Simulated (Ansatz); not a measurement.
# One shape, several levels: NH2 (SMILES [NH2])

We compute a comparison of 6 runs (UHSE06/3-21G, U-r2SCAN/6-31G*, U-revPBE/6-31G*, U-wB97X/6-31G*, USVWN5/6-31G*, UCCSDT(Q)/3-21G) of NH2. 

Program for the calculation: Ansatz 0.2.0.

48 further runs of the same task are left out: 48 set aside as unsound or not needed.

### Step 1. Starting point

The species is NH2 (3 atoms), meant as a doublet with charge 0. SMILES: `[NH2]`. The H2–N1 distance was set to 2.535 Å, away from the relaxed value. At this shape a bond of the SMILES string is far longer than usual.

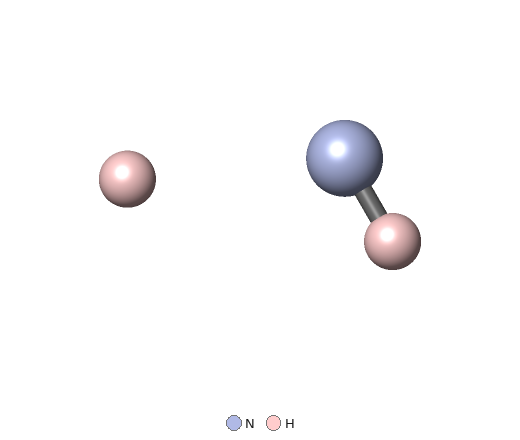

Viewed from a chosen angle; nitrogen light blue, hydrogen pink.

### Step 2. The energy at UHSE06/3-21G (run 1)

The input, run.yaml:

```yaml
crystal:
  periodic: [false, false, false]
  atoms:
    - {symbol: "N", position_ang: [0.534574, -1.685873, 0.116416]}
    - {symbol: H, position_ang: [0.155580, 0.820260, 0.174790]}
    - {symbol: H, position_ang: [-0.235366, -2.141703, -0.361244]}
basis:
  gaussian: {orbitals: 3-21G.json}
magnetization: {spin_polarized: true, initial_magnetization: 1}
hamiltonian: {xc: {name: HSE06}}
accuracy: high
```

The basis set 3-21G is read from a file made from the Basis Set Exchange's data (not shown).

Run with:

```sh
$ ansatz run run.yaml --threads 1 --pin off --max-ram 2610MiB --events-out events.jsonl --progress --plain --runs-dir runs
```

Output:

```text
Warning: RAYON_NUM_THREADS=1 ignored (pool sized by the plan → 1); use --threads N
Functional definition: HSE06
  name "HSE06"
  parameter a = 0.25
  parameter omega = 0.11/bohr
  exchange = pbe_x - a*pbe_x_sr(omega) + a*exact_x_sr(omega)
  correlation = pbe_c
243 factors; integrals over basis functions are off by at most 3.7e-9 eV
52 factors; integrals over basis functions are off by at most 2.0e-9 eV
mean field evaluation 1: about -1497.5624 eV, gradient 2.8e1 eV
mean field evaluation 2: about -1485.1114 eV, gradient 4.7e1 eV
mean field evaluation 4: about -1505.3124 eV, gradient 3.1e0 eV
mean field evaluation 8: about -1506.0614 eV, gradient 3.0e-1 eV
mean field evaluation 16: about -1506.0621 eV, gradient 1.5e-5 eV
mean field evaluation 32: about -1506.0621 eV, gradient 2.7e-4 eV
mean field evaluation 64: about -1505.1068 eV, gradient 2.5e0 eV
mean field -1506.06212202 eV, -55.3467621386 hartree, gradient 3.8e-8 eV, S^2 1.694119; 6 other end points of the search recorded, 0 dependent functions left out
reference -1506.06212340 eV, -55.3467621892 hartree; 5, 4 occupied and 8, 9 virtual orbitals, 243 factors
Total energy: -1506.06212340 eV, -55.3467621892 hartree
```

It took 2.6 s on 1 thread of Arm Neoverse V1, shared host.

### Step 3. A single-point energy at U-r2SCAN/6-31G(d) (spherical functions) (run 2)

The input, input.yaml:

```yaml
basis:
  gaussian:
    orbitals: 6-31G_st_-spherical.json
crystal:
  periodic: [false, false, false]
  atoms:
    - {symbol: N, position_ang: [0.534574, -1.685873, 0.116416]}
    - {symbol: H, position_ang: [0.155580, 0.820260, 0.174790]}
    - {symbol: H, position_ang: [-0.235366, -2.141703, -0.361244]}
total_charge: 0
magnetization:
  spin_polarized: true
  initial_magnetization: 1
hamiltonian:
  xc: {name: r2SCAN}
accuracy: high
```

The basis set 6-31G* is read from a file made from the Basis Set Exchange's data (not shown).

Run with:

```sh
$ ansatz run input.yaml --threads 1 --pin off --max-ram 2610MiB --events-out events.jsonl --progress --plain --runs-dir runs
```

Output:

```text
Warning: RAYON_NUM_THREADS=1 ignored (pool sized by the plan → 1); use --threads N
Functional definition: r2SCAN
  name "r2SCAN"
  parameter k0 = 0.174
  parameter k1 = 0.065
  parameter a1 = 4.9479
  exchange = r2scan_x(k0 = k0, k1 = k1, a1 = a1)
  correlation = r2scan_c
327 factors; integrals over basis functions are off by at most 4.0e-9 eV
mean field evaluation 1: about -1504.0555 eV, gradient 3.4e1 eV
mean field evaluation 2: about -1486.9528 eV, gradient 5.7e1 eV
mean field evaluation 4: about -1513.5392 eV, gradient 9.5e0 eV
mean field evaluation 8: about -1515.4000 eV, gradient 1.1e-1 eV
mean field evaluation 16: about -1515.3956 eV, gradient 1.8e-4 eV
mean field evaluation 32: about -1515.3956 eV, gradient 1.7e-3 eV
mean field evaluation 64: about -1513.6869 eV, gradient 8.4e0 eV
mean field -1515.39562917 eV, -55.6897622001 hartree, gradient 2.0e-8 eV, S^2 1.670270; 6 other end points of the search recorded, 0 dependent functions left out
reference -1515.39562998 eV, -55.6897622298 hartree; 5, 4 occupied and 13, 14 virtual orbitals, 327 factors
Total energy: -1515.39562998 eV, -55.6897622298 hartree
```

Run time: 5.4 s. Hardware: 1 thread of Arm Neoverse V1, shared host; peak memory 0.13 GiB.

Runs 3 to 4 aren't shown in full; the table further down has their settings and results.

### Step 4. A single-point energy at USVWN5/6-31G(d) (spherical functions) (run 5)

Edit run.yaml of step 2 so:

```diff
@@ -7,5 +7,9 @@
 basis:
-  gaussian: {orbitals: 3-21G.json}
-magnetization: {spin_polarized: true, initial_magnetization: 1}
-hamiltonian: {xc: {name: HSE06}}
+  gaussian:
+    orbitals: 6-31G_st_-spherical.json
+magnetization:
+  spin_polarized: true
+  initial_magnetization: 1
+hamiltonian:
+  xc: {name: SVWN5}
 accuracy: high
```

The basis set 6-31G* is read from a file made from the Basis Set Exchange's data (not shown).

Run with:

```sh
$ ansatz run run.yaml --threads 1 --pin off --max-ram 2610MiB --events-out events.jsonl --progress --plain --runs-dir runs
```

Output:

```text
Warning: RAYON_NUM_THREADS=1 ignored (pool sized by the plan → 1); use --threads N
Functional definition: SVWN5
  name "SVWN5"
  exchange = slater_x
  correlation = vwn5_c
327 factors; integrals over basis functions are off by at most 4.0e-9 eV
mean field evaluation 1: about -1490.3884 eV, gradient 3.7e1 eV
mean field evaluation 2: about -1467.3292 eV, gradient 6.5e1 eV
mean field evaluation 4: about -1497.1753 eV, gradient 1.9e1 eV
mean field evaluation 8: about -1502.5022 eV, gradient 6.3e-1 eV
mean field evaluation 16: about -1502.5070 eV, gradient 4.7e-5 eV
mean field evaluation 32: about -1502.5068 eV, gradient 1.8e-1 eV
mean field -1502.50701655 eV, -55.2161144224 hartree, gradient 1.3e-8 eV, S^2 1.571670; 3 other end points of the search recorded, 0 dependent functions left out
reference -1502.50701809 eV, -55.2161144790 hartree; 5, 4 occupied and 13, 14 virtual orbitals, 327 factors
Total energy: -1502.50701809 eV, -55.2161144790 hartree
```

It took 0.81 s on 1 thread of Arm Neoverse V1, shared host.

### Step 5. The energy at UCCSDT(Q)/3-21G (run 6)

The input, input.yaml:

```yaml
crystal:
  periodic: [false, false, false]
  atoms:
    - symbol: "N"
      position_ang: [0.534574, -1.685873, 0.116416]
    - symbol: H
      position_ang: [0.155580, 0.820260, 0.174790]
    - symbol: H
      position_ang: [-0.235366, -2.141703, -0.361244]
basis:
  gaussian: {orbitals: 3-21G.json}
magnetization: {spin_polarized: true, initial_magnetization: 1}
correlation: {method: ccsdt_q, frozen_orbitals: {H: 0, "N": 1}}
accuracy: high
scf: {omitted_lower_state_checks: [cluster_reference, increment]}
```

The basis set 3-21G is read from a file made from the Basis Set Exchange's data (not shown).

Run with:

```sh
$ ansatz run input.yaml --threads 1 --pin off --max-ram 2610MiB --events-out events.jsonl --progress --plain --runs-dir runs
```

Output:

```text
Warning: RAYON_NUM_THREADS=1 ignored (pool sized by the plan → 1); use --threads N
[... 16 lines left out ...]
1 core orbitals not correlated: weight in the atoms' cores, before any rotation towards them, 1.000 or more for the frozen orbitals, at most 0.000 for the correlated occupied ones
[... 56 lines left out ...]
Total energy: -1502.70771891 eV, -55.2234900981 hartree
Checks for a lower state left out: cluster_reference, increment
```

Wall time 1.9 s (1 thread of Arm Neoverse V1, shared host).

### Step 6. All runs side by side

| run | level | frozen core orbitals | energy (Eh) | ⟨S²⟩ | wall time |
| --- | --- | --- | --- | --- | --- |
| 1 | UHSE06/3-21G | – | -55.346762 | 1.694 | 2.6 s |
| 2 | U-r2SCAN/6-31G* (spherical functions) | – | -55.689762 | 1.670 | 5.4 s |
| 3 | U-revPBE/6-31G* (spherical functions) | – | -55.706518 | 1.656 | 2 s |
| 4 | U-wB97X/6-31G* (spherical functions) | – | -55.698850 | 1.702 | 14 s |
| 5 | USVWN5/6-31G* (spherical functions) | – | -55.216114 | 1.572 | 0.81 s |
| 6 | UCCSDT(Q)/3-21G | 1 | -55.223490 | 1.739 | 1.9 s |

### Step 7. Results

| quantity | value |
| --- | --- |
| run 6: total energy | -55.22349 Eh |
| run 6: correlation energy (1 core orbital frozen) | -68.0 mEh |
| run 6: ⟨S²⟩ of the reference determinant | 1.739 |
| run 6: T1 diagnostic | 0.033 |

In words: Totals of different functionals can't be ranked against each other. Spin contamination of the reference: run 6 ⟨S²⟩ = 1.74, run 4 ⟨S²⟩ = 1.70, run 1 ⟨S²⟩ = 1.69, run 2 ⟨S²⟩ = 1.67, run 3 ⟨S²⟩ = 1.66, run 5 ⟨S²⟩ = 1.57. Where it is this large, the reference is a mixture of spin states, and values that rest on it are in doubt. All runs together took 26 s, the longest 14 s.
